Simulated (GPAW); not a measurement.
Consider SnSe (Fm-3m).

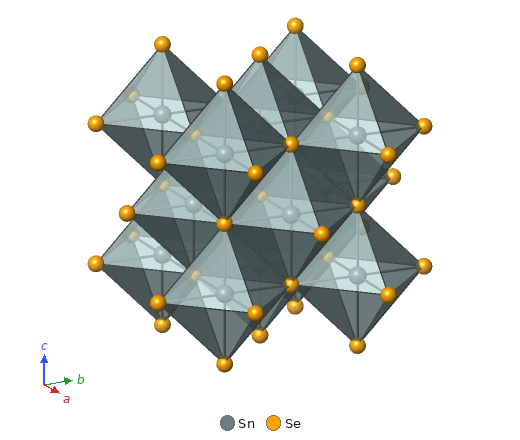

The structure (tin teal, selenium orange). Some periodic images of atoms are drawn too.

```
Sn Se
1.0
     0.00000    3.01000    3.01000
     3.01000    0.00000    3.01000
     3.01000    3.01000    0.00000
Sn Se
1 1
Direct
  0.00000 0.00000 0.00000
  0.50000 0.50000 0.50000
```

Absorber: atom 2, with 6 Sn at 3.01 Å (octahedral, site symmetry m-3m). Method: GPAW, LDA, full core hole (charged cell), 8-atom cell with 6.0 Å between holes, 4×4×4 k points, dipole transitions, Gaussian full width 2.33 eV up to 4 eV, rising linearly to 3.5 eV at 25 eV.

Where do the maxima of the Se K edge fall?

Main maxima up to 30 eV above the zero (height): 2.8 eV (2.52), 12.2 eV (0.97) and 20.2 eV (1.22). A K edge sees empty p states on the absorber. 

The Se K spectrum (energy from the lowest empty level; intensity scaled to a mean of 1 over the first 20 eV):

| E (eV) | intensity |
| --- | --- |
| -2.0 | 0.01 |
| -0.5 | 0.20 |
| 1.0 | 1.17 |
| 2.5 | 2.48 |
| 4.0 | 1.62 |
| 5.5 | 0.40 |
| 7.0 | 0.23 |
| 8.5 | 0.37 |
| 10.0 | 0.72 |
| 11.5 | 0.96 |
| 13.0 | 0.95 |
| 14.5 | 0.88 |
| 16.0 | 0.96 |
| 17.5 | 1.12 |
| 19.0 | 1.21 |
| 20.5 | 1.22 |
| 22.0 | 1.07 |
| 23.5 | 0.93 |
| 25.0 | 0.94 |
| 26.5 | 0.95 |
| 28.0 | 0.95 |
| 29.5 | 0.85 |
| 31.0 | 0.81 |

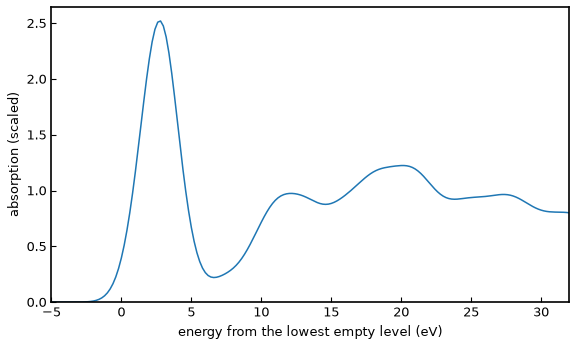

The Se K edge.

The script folds with a Gaussian, whereas the core hole's own line is a Lorentzian, so the onset is too steep and the first peak too high. The holes are only 6.0 Å apart, so the shape is probably not converged with cell size; no larger cell was run here. Lifetime broadening is put in by hand, and intensities beyond about 20 eV depend on it and on the partial waves. The structure is a published determination, not relaxed.

[Banner, clock and machine lines of the logs are left out without a mark of their own.]

[Logs are printed without paths, hosts, clocks, repeated set-up lines and the standing remarks that a program may print on its own settings, such as how far it seeks lower states.]

[Hosts, paths, dates, database ids (printed as entryN), source tags and the programs' standing remarks are cut or masked in the printed files.]

[Lists of maxima count a maximum above −3 eV only where it reaches 4 % of the highest in the window and stands out from its surroundings by 2 % of it (1.5 % where it reaches 55 %); shoulders and weaker maxima are passed over, and of the rest the first, up to two pre-edge ones and the few strongest are named.]
